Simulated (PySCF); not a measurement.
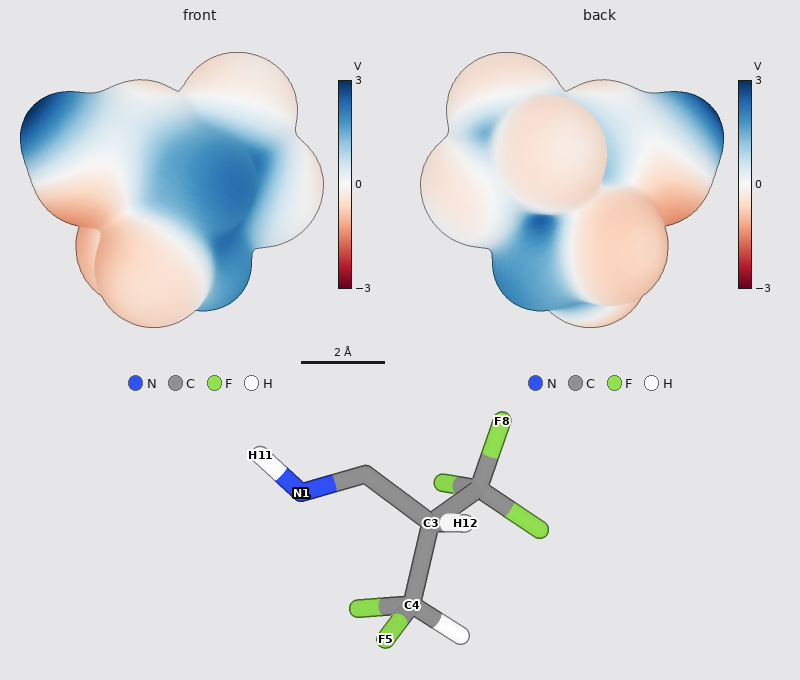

The picture shows: C$_{4}$H$_{3}$F$_{5}$N (doublet). The molecular electrostatic potential painted on the density surface at 0.004 e/bohr³, seen from the front and from behind; the colour scale runs from red (negative) to blue (positive). The bare structure is drawn below in the same view.

Geometry: GFN2-xTB.

Method: UKS B3LYP, pcH-1 on C F H N, non-relativistic, mean-field spin-orbit, GIAO in PySCF 2.14.0, density-fitted response routines.

```xyz
13

N     2.1127   -0.0666    0.9540
C     1.0144   -0.6113    0.8702
C    -0.2608   -0.0273    0.3923
C    -0.1197    1.2915   -0.4106
F     0.2399    2.2881    0.4223
F     0.8368    1.1960   -1.3499
C    -1.0095   -1.0703   -0.4412
F    -1.2662   -2.1727    0.2675
F    -2.1965   -0.5982   -0.8593
F    -0.3412   -1.4474   -1.5303
H     2.9305   -0.5489    1.3009
H    -0.8830    0.1855    1.2709
H    -1.0618    1.5823   -0.9046
```

Q: Where is the surface potential most negative and most positive?

A: The most negative region (about −1.3 V) lies over N1, the most positive (about +2.9 V) over H11. N1 is the likeliest acceptor of a hydrogen bond.
